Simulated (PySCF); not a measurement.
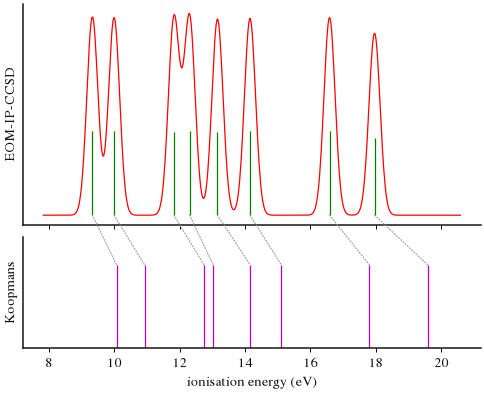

Valence photoelectron lines of GeNH₅S, SMILES [NH2][GeH2][SH], singlet: vertical EOM-IP-CCSD/aug-cc-pVDZ (frozen core, PySCF 2.14.0, at a PBE0-D3(BJ)/def2-SVP geometry (no frequency check); 8 lines, one for each of the 8 highest orbitals, so a line of a deeper orbital can be missing among them) above, Hartree-Fock orbital energies with the sign turned below, non-relativistic; dotted lines join each line to its leading orbital. Stick heights are one-hole weights (summed over degenerate lines), not cross-sections; Gaussian width 0.40 eV.

**Do correlation and relaxation change the order of the lines?**

Not among these holes, which come in the order of the orbitals, HOMO, HOMO−1, HOMO−2, HOMO−3, HOMO−4, HOMO−5, HOMO−6, HOMO−7.

**List the lines.**

| hole | EOM-IP-CCSD (eV) | Koopmans (eV) | one-hole weight |
| --- | --- | --- | --- |
| HOMO | 9.33 | 10.07 | 0.95 |
| HOMO-1 | 10.00 | 10.93 | 0.95 |
| HOMO-2 | 11.83 | 12.74 | 0.94 |
| HOMO-3 | 12.31 | 13.03 | 0.95 |
| HOMO-4 | 13.16 | 14.16 | 0.94 |
| HOMO-5 | 14.15 | 15.11 | 0.94 |
| HOMO-6 | 16.59 | 17.81 | 0.95 |
| HOMO-7 | 17.96 | 19.59 | 0.87 |

Note: small basis, so the lines can lie some tenths of an eV too low.
